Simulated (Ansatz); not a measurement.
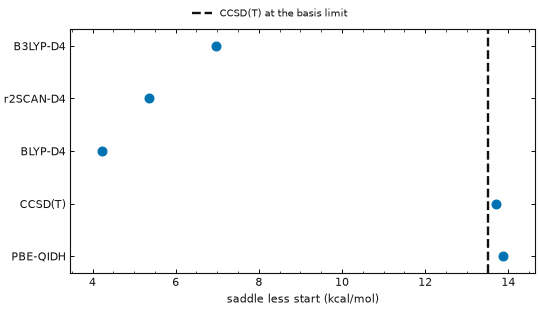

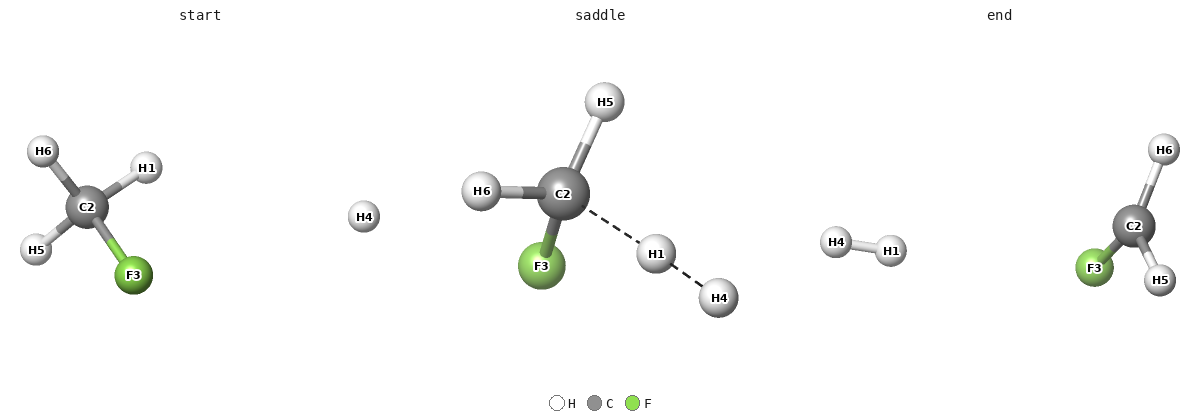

Height of the saddle over the start in one step of CH₄F, doublet at several levels. In the step H1–H4 (2.93 → 0.92 → 0.75 Å) forms; H1–C2 (1.09 → 1.38 → 3.30 Å) breaks (lengths at start, saddle and end; changes of bond order aren't listed). Electronic energies at PBE0-D4/def2-TZVP geometries, energies in def2-TZVPP, the Ansatz code; cores frozen in correlated methods, no zero-point terms. Start and end are the structures at the ends of the path (complexes, where there are several molecules). The line is the MP2 basis limit plus CCSD(T) less MP2 in triple zeta. PBE-QIDH holds a correlation term that converges slowly with the basis, so part of the distance to the limit is basis error. No dispersion term is added to PBE-QIDH. The distance of CCSD(T) to the limit includes basis error.

### What range do the values span, the line included?

From 4.2 kcal/mol (BLYP-D4) to 13.9 kcal/mol (PBE-QIDH).

### Give the values.

| level | kcal/mol | less CCSD(T) at the basis limit |
| --- | --- | --- |
| B3LYP-D4 | 7.0 | −6.5 |
| r2SCAN-D4 | 5.4 | −8.2 |
| BLYP-D4 | 4.2 | −9.3 |
| CCSD(T) | 13.7 | 0.2 |
| PBE-QIDH | 13.9 | 0.4 |
| CCSD(T) at the basis limit | 13.5 | 0.0 |
